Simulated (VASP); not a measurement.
Band structure of PdC (relaxed from the wurtzite structure, space group P6_3mc). Calculation: PBEsol GGA, VASP's PBE PAW potentials (set 64) (plane waves; VASP).

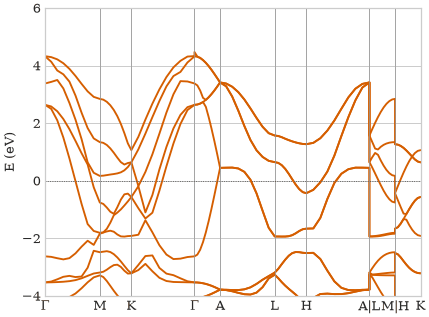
Figure: Bands along high-symmetry lines, zero at the valence-band maximum or, without a gap, the Fermi level

Read the plot: is there a gap, and where are the band edges?

It has no gap at this level: it comes out as a metal or semimetal. (Edges off the drawn lines would not show.)

The structure was generated: PdC was put into the wurtzite type (P6_3mc), which need not be its known phase. It was relaxed first, which changed the volume by -18 %.
